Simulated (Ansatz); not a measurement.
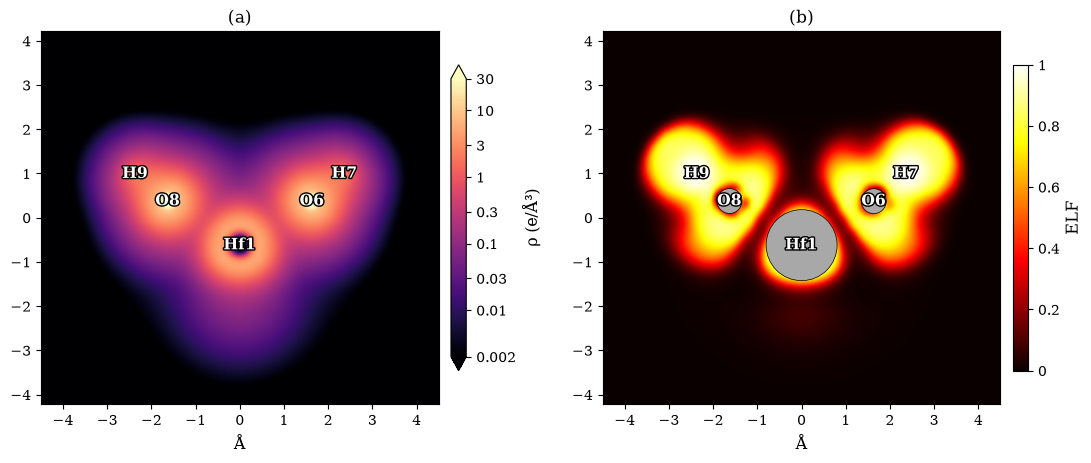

*ClH4HfNO2. (a) electron density; (b) ELF on the plane of atoms O6, Hf1 and O8. Grey discs cover the atomic cores in the ELF map.*

Core potentials replace the inner electrons of Hf.

Level of theory: RKS LDA/def2-SVP in Ansatz 0.2.0.

Input

```
crystal:
  periodic: [false, false, false]
  atoms:
    - { symbol: Hf, position_ang: [0.0, 0.0, 0.0] }
    - { symbol: "N", position_ang: [0.0, 0.0, 2.21] }
    - { symbol: H, position_ang: [-0.877, -0.2713, 2.74] }
    - { symbol: H, position_ang: [0.877, 0.2713, 2.74] }
    - { symbol: Cl, position_ang: [2.3764, 0.0, -0.8392] }
    - { symbol: O, position_ang: [-0.975, 1.6891, -0.6893] }
    - { symbol: H, position_ang: [-1.9328, 1.4584, -0.9117] }
    - { symbol: O, position_ang: [-0.975, -1.6891, -0.6893] }
    - { symbol: H, position_ang: [-1.4296, -2.1548, 0.0831] }
basis:
  gaussian: { orbitals: def2-SVP }
hamiltonian:
  xc: lda
relax:
  f_tol: 0.02
  max_steps: 40
output:
  orbitals: {}
```

Launched as:

```sh
ansatz run input.yaml --threads 2 --pin off --max-ram 3072MiB --backend cpu --events-out ev --progress --plain --runs-dir out
```

The fields are those of the run's last geometry, not of the input's.

Question: Interpret the plot.

Answer: Atoms in the plane: Hf, O and H.
Hf–O (1.91 Å): ρ at the midpoint is about 0.89 e/Å³; the ELF peaks at about 0.80 in the valence shell of O, 0.5 Å from its nucleus, and drops to about 0.20 between the two atoms.
O–H (0.97 Å): ρ is about 3.6 e/Å³ halfway; the ELF climbs to about 1 towards the hydrogen, as it does in any bond to H: a covalent bond by its length.
